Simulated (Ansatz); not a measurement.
**Nudged elastic band of C3H5ClO (part 1 of 2)**

C3H5ClO, computed with UHF/STO-3G (Ansatz 0.2.0).

It belongs to a series of runs on one base structure; here: band between the two ends. Figures and captions count atoms from 1; the log counts them from 0 in places.

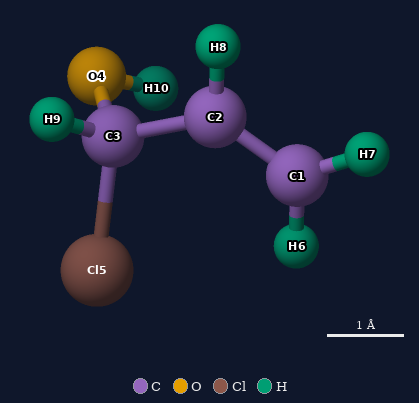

Fig. 1: The structure as given in the input (ball-and-stick view, seen at a tilt; atoms are numbered from 1 in the order of the input).

**Summary**

```json
{"quantity": "outcome", "value": "converged"}
{"quantity": "barrier, forward", "value": "3.916 eV"}
{"quantity": "barrier, backward", "value": "2.827 eV"}
{"quantity": "hardware", "value": "1 thread of Arm Neoverse V1, 24 GiB of memory available, shared host"}
{"quantity": "wall time", "value": "3.2 min"}
{"quantity": "peak memory", "value": "0.1 GiB"}
```

**Remarks**

⟨S²⟩ is 0.87 against 0.00 for a pure state: the solution is spin-contaminated. The order of the saddle point was not checked.

**Input file**
```yaml
crystal:
  periodic: [false, false, false]
  atoms:
    - { symbol: C, position_ang: [-0.926309, -0.735712, -1.006013] }
    - { symbol: C, position_ang: [-0.441662, -0.549572, 0.237124] }
    - { symbol: C, position_ang: [0.375867, 0.659339, 0.716374] }
    - { symbol: O, position_ang: [1.76305, 0.384808, 0.818918] }
    - { symbol: Cl, position_ang: [0.093185, 2.129584, -0.36099] }
    - { symbol: H, position_ang: [-0.818557, 0.009553, -1.782239] }
    - { symbol: H, position_ang: [-1.461995, -1.639666, -1.26368] }
    - { symbol: H, position_ang: [-0.562963, -1.311768, 0.998615] }
    - { symbol: H, position_ang: [0.04333, 0.971409, 1.715427] }
    - { symbol: H, position_ang: [2.019054, 0.030826, -0.070535] }
magnetization:
  spin_polarized: true
basis:
  gaussian: { orbitals: STO-3G }
hamiltonian:
  xc: hf
neb:
  order_check: false
  images: 7
  f_tol: 0.05
  max_iterations: 60
  final_atoms:
    - { symbol: C, position_ang: [-0.94643476, -0.70227623, -0.86214399] }
    - { symbol: C, position_ang: [-0.53609215, -0.27092389, 0.53665987] }
    - { symbol: C, position_ang: [0.7404634, 0.58840529, 0.54131667] }
    - { symbol: O, position_ang: [1.88079988, -0.07940168, 0.13257356] }
    - { symbol: Cl, position_ang: [0.54501437, 2.25173121, -0.17211259] }
    - { symbol: H, position_ang: [-1.0137204, 0.04839044, -1.63904792] }
    - { symbol: H, position_ang: [-1.55191604, -1.59295185, -0.96980524] }
    - { symbol: H, position_ang: [-0.3349108, -1.1466243, 1.15368369] }
    - { symbol: H, position_ang: [-1.33093251, 0.29917701, 1.02105638] }
    - { symbol: H, position_ang: [2.63072901, 0.553275, 0.26082056] }
  initial_path:
    images:
      - { positions_ang: [[-0.926309, -0.735712, -1.006013], [-0.441662, -0.549572, 0.237124], [0.375867, 0.659339, 0.716374], [1.76305, 0.384808, 0.818918], [0.093185, 2.129584, -0.36099], [-0.818557, 0.009553, -1.782239], [-1.461995, -1.639666, -1.26368], [-0.562963, -1.311768, 0.998615], [0.04333, 0.971409, 1.715427], [2.019054, 0.030826, -0.070535]] }
      - { positions_ang: [[-0.95825009, -0.72032527, -0.95811208], [-0.4107691, -0.54311511, 0.24237553], [0.40537118, 0.65312623, 0.71158358], [1.80182802, 0.32785762, 0.83576112], [0.2277804, 2.08899003, -0.38414526], [-0.9196429, 0.05477376, -1.72262536], [-1.50313192, -1.61548159, -1.20022442], [-0.47796057, -1.32544081, 0.97739824], [-0.18272516, 0.86973832, 1.50872318], [2.10050013, 0.15867782, -0.00773354]] }
      - { positions_ang: [[-0.99019118, -0.70493853, -0.91021116], [-0.3798762, -0.53665823, 0.24762706], [0.43487535, 0.64691346, 0.70679316], [1.84060605, 0.27090723, 0.85260425], [0.36237581, 2.04839607, -0.40730051], [-1.0207288, 0.09999453, -1.66301172], [-1.54426883, -1.59129718, -1.13676884], [-0.39295814, -1.33911362, 0.95618149], [-0.40878032, 0.76806763, 1.30201936], [2.18194627, 0.28652964, 0.05506793]] }
      - { positions_ang: [[-1.02213228, -0.6895518, -0.86231024], [-0.3489833, -0.53020134, 0.25287859], [0.46437953, 0.64070068, 0.70200275], [1.87938407, 0.21395685, 0.86944737], [0.49697121, 2.0078021, -0.43045577], [-1.1218147, 0.14521529, -1.60339808], [-1.58540575, -1.56711277, -1.07331327], [-0.30795572, -1.35278643, 0.93496473], [-0.63483548, 0.66639695, 1.09531554], [2.2633924, 0.41438146, 0.11786939]] }
      - { positions_ang: [[-1.05407337, -0.67416507, -0.81440933], [-0.3180904, -0.52374445, 0.25813012], [0.4938837, 0.63448791, 0.69721233], [1.91816209, 0.15700647, 0.88629049], [0.63156662, 1.96720814, -0.45361102], [-1.2229006, 0.19043605, -1.54378445], [-1.62654266, -1.54292836, -1.00985769], [-0.22295329, -1.36645924, 0.91374797], [-0.86089064, 0.56472627, 0.88861171], [2.34483854, 0.54223329, 0.18067086]] }
      - { positions_ang: [[-1.02716372, -0.68119286, -0.82634299], [-0.37259083, -0.46053931, 0.32776256], [0.55552863, 0.62296725, 0.65823841], [1.90882154, 0.09790443, 0.69786126], [0.60992855, 2.0383389, -0.38323641], [-1.17060555, 0.15492465, -1.56760031], [-1.607886, -1.55543424, -0.99984458], [-0.25094267, -1.31150051, 0.9737319], [-0.97840111, 0.49833896, 0.92172288], [2.41631115, 0.54499371, 0.20070828]] }
      - { positions_ang: [[-1.00025406, -0.68822065, -0.83827666], [-0.42709127, -0.39733417, 0.397395], [0.61717355, 0.6114466, 0.6192645], [1.89948099, 0.03880239, 0.50943203], [0.58829049, 2.10946967, -0.3128618], [-1.1183105, 0.11941325, -1.59141618], [-1.58922935, -1.56794011, -0.98983146], [-0.27893204, -1.25654177, 1.03371583], [-1.09591157, 0.43195164, 0.95483405], [2.48778377, 0.54775414, 0.22074571]] }
      - { positions_ang: [[-0.97334441, -0.69524844, -0.85021032], [-0.48159171, -0.33412903, 0.46702743], [0.67881847, 0.59992594, 0.58029058], [1.89014043, -0.02029964, 0.32100279], [0.56665243, 2.18060044, -0.2424872], [-1.06601545, 0.08390184, -1.61523205], [-1.57057269, -1.58044598, -0.97981835], [-0.30692142, -1.20158304, 1.09369976], [-1.21342204, 0.36556433, 0.98794522], [2.55925639, 0.55051457, 0.24078313]] }
      - { positions_ang: [[-0.94643476, -0.70227623, -0.86214399], [-0.53609215, -0.27092389, 0.53665987], [0.7404634, 0.58840529, 0.54131667], [1.88079988, -0.07940168, 0.13257356], [0.54501437, 2.25173121, -0.17211259], [-1.0137204, 0.04839044, -1.63904792], [-1.55191604, -1.59295185, -0.96980524], [-0.3349108, -1.1466243, 1.15368369], [-1.33093251, 0.29917701, 1.02105638], [2.63072901, 0.553275, 0.26082056]] }
```

Launched with:
```bash
ansatz run input.yaml --threads 1 --pin off --max-ram 2048MiB --backend cpu --events-out ev --progress --plain --runs-dir out
```

**Log**
```
Engine: ansatz 0.2.0, aarch64-unknown-linux-gnu
Functional definition: HF
  exchange = exact_x
  correlation = 0
498 factors; integrals over basis functions are off by at most 1.3e-5 eV
mean field evaluation 1: about -17506.9054 eV, gradient 2.1e1 eV
mean field evaluation 2: about -17507.0725 eV, gradient 2.1e1 eV
mean field evaluation 4: about -17510.2533 eV, gradient 1.6e0 eV
mean field evaluation 8: about -17510.2768 eV, gradient 2.4e-2 eV
mean field evaluation 16: about -17510.4268 eV, gradient 3.4e-2 eV
mean field -17510.42681316 eV, -643.4963163899 hartree, gradient 2.6e-5 eV, S^2 0.328841; 1 other end points of the search recorded, 0 dependent functions left out
the calculation of the forces begins
reference -17510.42681316 eV, -643.4963163899 hartree; 24, 24 occupied and 10, 10 virtual orbitals, 498 factors
502 factors; integrals over basis functions are off by at most 3.5e-5 eV
mean field evaluation 32: about -17504.3479 eV, gradient 1.7e-5 eV
mean field evaluation 64: about -17509.3033 eV, gradient 1.3e0 eV
mean field -17509.33853665 eV, -643.4563229661 hartree, gradient 1.9e-5 eV, S^2 1.015235; 3 other end points of the search recorded, 0 dependent functions left out
[... from here on the field's lines of each further geometry are left out, up to the last ...]
NEB iter   1: max|band force component| = 1.300e1 eV/Å  barrier→ = 6.1871 eV  barrier← = 5.0988 eV  Δτ_max = 0.2000 Å  (994 SCF iters)
NEB iter   2: max|band force component| = 3.289e0 eV/Å  barrier→ = 4.4744 eV  barrier← = 3.3861 eV  Δτ_max = 0.2000 Å  (259 SCF iters)
NEB iter   3: max|band force component| = 1.374e0 eV/Å  barrier→ = 4.0236 eV  barrier← = 2.9354 eV  Δτ_max = 0.1961 Å  (260 SCF iters)
NEB iter   4: max|band force component| = 2.013e0 eV/Å  barrier→ = 3.4032 eV  barrier← = 2.3149 eV  Δτ_max = 0.0999 Å  (270 SCF iters)
NEB iter   5: max|band force component| = 8.592e-1 eV/Å  barrier→ = 3.7654 eV  barrier← = 2.6771 eV  Δτ_max = 0.1982 Å  (261 SCF iters)
NEB iter   6: max|band force component| = 1.442e0 eV/Å  barrier→ = 4.3468 eV  barrier← = 3.2585 eV  Δτ_max = 0.0975 Å  (260 SCF iters)
NEB iter   7: max|band force component| = 9.594e-1 eV/Å  barrier→ = 4.2942 eV  barrier← = 3.2059 eV  Δτ_max = 0.0990 Å  (240 SCF iters)
NEB iter   8: max|band force component| = 1.527e0 eV/Å  barrier→ = 4.3829 eV  barrier← = 3.2946 eV  Δτ_max = 0.0496 Å  (244 SCF iters)
NEB iter   9: max|band force component| = 1.754e0 eV/Å  barrier→ = 4.2493 eV  barrier← = 3.1610 eV  Δτ_max = 0.0494 Å  (231 SCF iters)
NEB iter  10: max|band force component| = 1.531e0 eV/Å  barrier→ = 4.1386 eV  barrier← = 3.0503 eV  Δτ_max = 0.0987 Å  (229 SCF iters)
NEB iter  11: max|band force component| = 1.510e0 eV/Å  barrier→ = 3.7668 eV  barrier← = 2.6786 eV  Δτ_max = 0.0987 Å  (249 SCF iters)
NEB iter  12: max|band force component| = 3.435e0 eV/Å  barrier→ = 3.0349 eV  barrier← = 1.9466 eV  Δτ_max = 0.0497 Å  (248 SCF iters)
NEB iter  13: max|band force component| = 2.746e0 eV/Å  barrier→ = 2.7738 eV  barrier← = 1.6855 eV  Δτ_max = 0.0894 Å  (241 SCF iters)
NEB iter  14: max|band force component| = 2.890e0 eV/Å  barrier→ = 2.2168 eV  barrier← = 1.1286 eV  Δτ_max = 0.1954 Å  (240 SCF iters)
NEB iter  15: max|band force component| = 5.169e-1 eV/Å  barrier→ = 1.7134 eV  barrier← = 0.6251 eV  Δτ_max = 0.1978 Å  (246 SCF iters)
NEB iter  16: max|band force component| = 8.014e-1 eV/Å  barrier→ = 1.5926 eV  barrier← = 0.5043 eV  Δτ_max = 0.1000 Å  (241 SCF iters)
NEB iter  17: max|band force component| = 1.618e0 eV/Å  barrier→ = 1.4996 eV  barrier← = 0.4113 eV  CI = image 4  Δτ_max = 0.1007 Å  (259 SCF iters)
NEB iter  18: max|band force component| = 2.923e0 eV/Å  barrier→ = 2.1148 eV  barrier← = 1.0265 eV  CI = image 4  Δτ_max = 0.2000 Å  (242 SCF iters)
NEB iter  19: max|band force component| = 4.262e0 eV/Å  barrier→ = 3.3579 eV  barrier← = 2.2697 eV  CI = image 4  Δτ_max = 0.2000 Å  (244 SCF iters)
NEB iter  20: max|band force component| = 3.632e0 eV/Å  barrier→ = 3.7702 eV  barrier← = 2.6819 eV  CI = image 4  Δτ_max = 0.1996 Å  (244 SCF iters)
NEB iter  21: max|band force component| = 2.217e0 eV/Å  barrier→ = 4.0867 eV  barrier← = 2.9985 eV  CI = image 4  Δτ_max = 0.1958 Å  (258 SCF iters)
NEB iter  22: max|band force component| = 1.302e0 eV/Å  barrier→ = 4.0358 eV  barrier← = 2.9475 eV  CI = image 4  Δτ_max = 0.2000 Å  (240 SCF iters)
NEB iter  23: max|band force component| = 8.057e-1 eV/Å  barrier→ = 3.9810 eV  barrier← = 2.8927 eV  CI = image 4  Δτ_max = 0.1953 Å  (250 SCF iters)
NEB iter  24: max|band force component| = 3.161e-1 eV/Å  barrier→ = 3.9253 eV  barrier← = 2.8371 eV  CI = image 4  Δτ_max = 0.1859 Å  (243 SCF iters)
NEB iter  25: max|band force component| = 2.433e-1 eV/Å  barrier→ = 3.9176 eV  barrier← = 2.8294 eV  CI = image 4  Δτ_max = 0.1909 Å  (230 SCF iters)
NEB iter  26: max|band force component| = 7.076e-1 eV/Å  barrier→ = 3.9160 eV  barrier← = 2.8278 eV  CI = image 4  Δτ_max = 0.0986 Å  (230 SCF iters)
NEB iter  27: max|band force component| = 7.523e-1 eV/Å  barrier→ = 3.9158 eV  barrier← = 2.8275 eV  CI = image 4  Δτ_max = 0.0501 Å  (238 SCF iters)
NEB iter  28: max|band force component| = 4.303e-1 eV/Å  barrier→ = 3.9157 eV  barrier← = 2.8274 eV  CI = image 4  Δτ_max = 0.0499 Å  (242 SCF iters)
NEB iter  29: max|band force component| = 2.071e-1 eV/Å  barrier→ = 3.9157 eV  barrier← = 2.8274 eV  CI = image 4  Δτ_max = 0.0993 Å  (234 SCF iters)
NEB iter  30: max|band force component| = 1.467e-1 eV/Å  barrier→ = 3.9157 eV  barrier← = 2.8274 eV  CI = image 4  Δτ_max = 0.0989 Å  (234 SCF iters)
NEB iter  31: max|band force component| = 2.544e-1 eV/Å  barrier→ = 3.9157 eV  barrier← = 2.8274 eV  CI = image 4  Δτ_max = 0.0498 Å  (235 SCF iters)
NEB iter  32: max|band force component| = 1.823e-1 eV/Å  barrier→ = 3.9157 eV  barrier← = 2.8274 eV  CI = image 4  Δτ_max = 0.0358 Å  (239 SCF iters)
```
